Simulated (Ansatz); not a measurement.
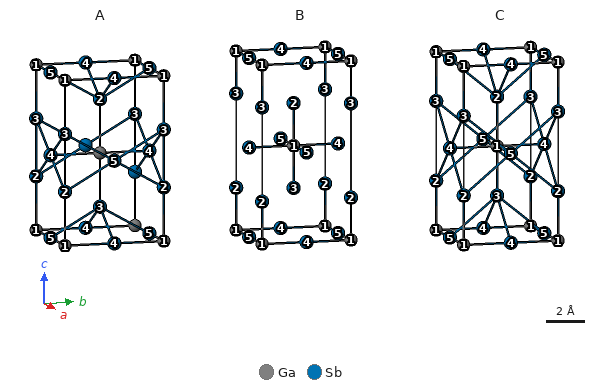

3 geometries from one relaxation of a crystal of GaSb4 (a generated structure, set up in I4/mmm) (coarse preliminary run), in shuffled order. Style: ball-and-stick. Shown: the conventional cell (2 times the calculation's cell), slightly off an axis. Lengths and directions refer to the drawn axes.

Computed with Ansatz, DFT PBE, scalar-relativistic, plane waves, PAW. Set-up: plane-wave cutoff 420 eV; k-point mesh 6 × 6 × 6; occupations gaussian; smearing width 0.1 eV; no spin polarisation; cell and atoms relaxed; force threshold 0.04 eV/Å; at most 70 steps.

Q: Put them in the order of the run, from the start to the converged end.

A: B, C, A. They are steps 0, 2, 7, at +788 meV per atom, +189 meV per atom relative to the last. The largest moves relative to the cell, 0.79 Å, are those of Sb2 and Sb3. Sb2 goes along +c. Ga stays in place. The volume changes by +14.0 %, with a = b 4.987 → 5.542 Å (+11.1 %), c 9.765 → 9.015 Å (−7.7 %). Some distances before and after: Sb2–Sb3 5.136 → 3.153 Å, Ga1–Sb2 2.314 → 2.931 Å, Sb2–Sb4 3.580 → 3.188 Å, Ga1–Sb4 2.494 → 2.771 Å. The space group stays I4/mmm (No. 139). The energy falls by 788 meV per atom in 6 accepted moves (7 points after the start). Largest force component: 4.6 eV/Å at the start, 0.017 eV/Å at the end. The pressure goes from 19.69 to 0.21 GPa. The SCF was repeated once at an unchanged geometry on a basis and grid sized afresh for the cell, which shifted the energy by 2.6 meV per atom at most. Cost: 3 min on 1 thread of Intel(R) Xeon(R) Processor @ 2.50GHz (Skylake/Cascade Lake) (shared host), peak memory 0.51 GiB.
